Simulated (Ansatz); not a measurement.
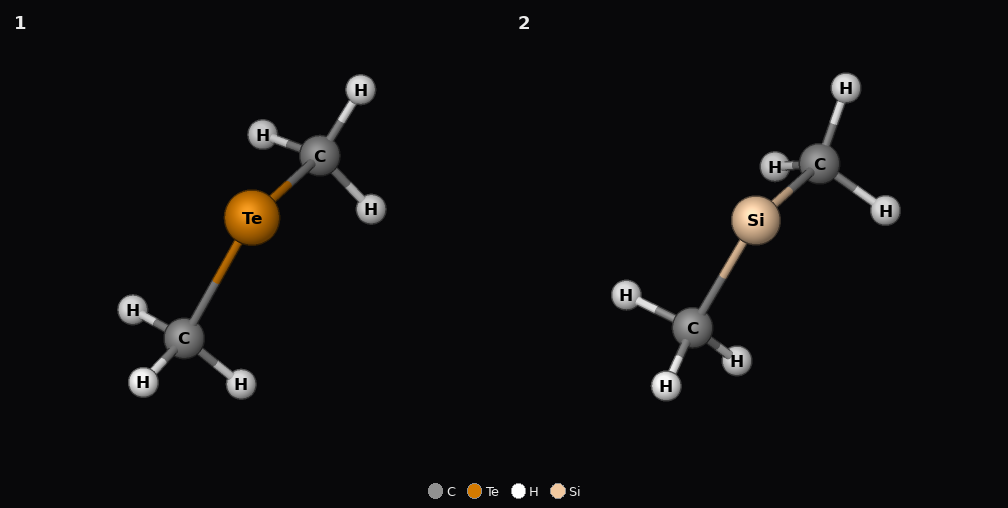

2 molecules with one skeleton, seen from the same side and at one scale. Each species is neutral and a spin singlet. Computed geometries: PBE0-D4/def2-TZVP optimisations, one conformation each. Properties computed with Ansatz 0.2.0. Elements past Kr carry core potentials.

One atom differs, called X below: Te in panel 1, Si in panel 2. Their formulas are C2H6Te (`C[Te]C`), C2H6Si (`C[Si]C`).

> In which is the mean length of X–C larger (PBE0-D4/def2-TZVP)?

In panel 1 (X = Te).

> In which is the HOMO–LUMO gap larger (PBE-D4/def2-TZVPP)?

In panel 1 (X = Te).

Give the values. With PBE0-D4/def2-TZVP: mean length of X–C (Å), angle C–X–C (°). With PBE-D4/def2-TZVPP: dipole moment (D), HOMO energy (Kohn–Sham orbital) (eV), HOMO–LUMO gap (eV).

```
                            quantity  1 (Te)  2 (Si)   2 − 1
              mean length of X–C (Å)   2.136   1.896  −0.240
                     angle C–X–C (°)    94.5    97.8    +3.3
                   dipole moment (D)    1.27    1.37   +0.10
HOMO energy (Kohn–Sham orbital) (eV)   −4.62   −4.91   −0.29
                  HOMO–LUMO gap (eV)    3.43    2.00   −1.43
```
